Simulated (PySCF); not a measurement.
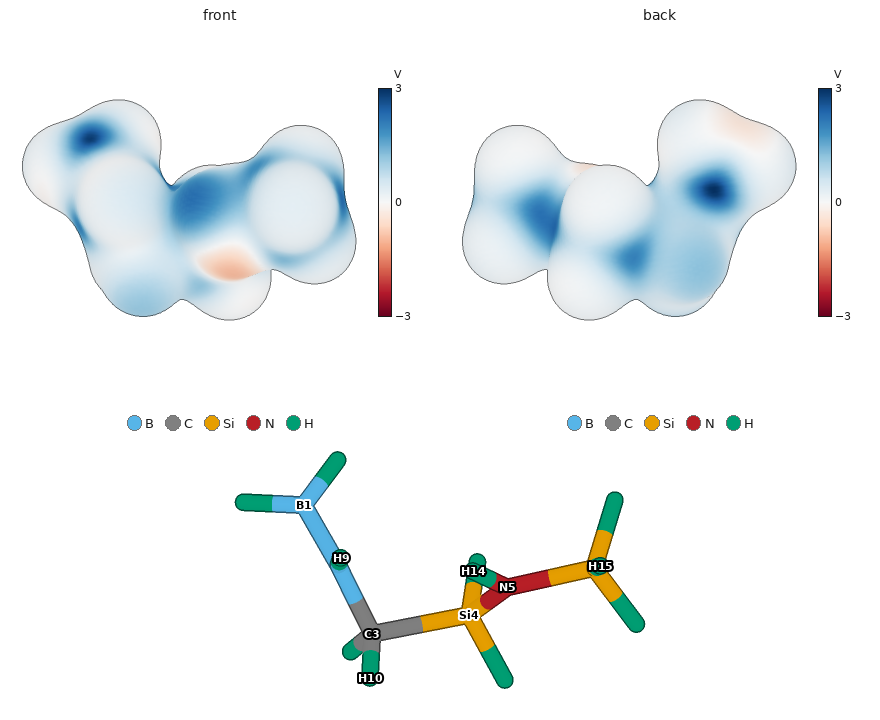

Figure. CH$_{11}$B$_{2}$NSi$_{2}$. The molecular electrostatic potential painted on the density surface at 0.004 e/bohr³, seen from the front and from behind; the colour scale runs from red (negative) to blue (positive). The bare structure is drawn below in the same view.

Geometry: GFN2-xTB.

Theory: PySCF 2.14.0, PBE0/pcSseg-1, SCF density, gas phase, non-relativistic.

```yaml
atoms:
  - { symbol: B, position_ang: [2.9409, -0.5110, 1.1205] }
  - { symbol: B, position_ang: [1.8701, 0.6365, 0.6920] }
  - { symbol: C, position_ang: [1.2463, 0.7367, -0.7363] }
  - { symbol: Si, position_ang: [-0.3409, -0.3267, -0.7527] }
  - { symbol: N, position_ang: [-1.4033, 0.2672, 0.4760] }
  - { symbol: Si, position_ang: [-3.0150, -0.2386, 0.8580] }
  - { symbol: H, position_ang: [4.1049, -0.3504, 1.0994] }
  - { symbol: H, position_ang: [2.6044, -1.5699, 1.5035] }
  - { symbol: H, position_ang: [1.4852, 1.4357, 1.4750] }
  - { symbol: H, position_ang: [0.9584, 1.7484, -1.0205] }
  - { symbol: H, position_ang: [1.8794, 0.3420, -1.5291] }
  - { symbol: H, position_ang: [-0.0195, -1.7477, -0.5489] }
  - { symbol: H, position_ang: [-1.0234, -0.1709, -2.0447] }
  - { symbol: H, position_ang: [-0.9590, 0.8395, 1.1754] }
  - { symbol: H, position_ang: [-3.5694, 0.8071, 1.7199] }
  - { symbol: H, position_ang: [-3.7382, -0.3573, -0.4055] }
  - { symbol: H, position_ang: [-3.0278, -1.5286, 1.5577] }
```

> Describe the electrostatic potential map.

The most negative region (about −0.8 V) lies over N5, the most positive (about +2.6 V) over B1.
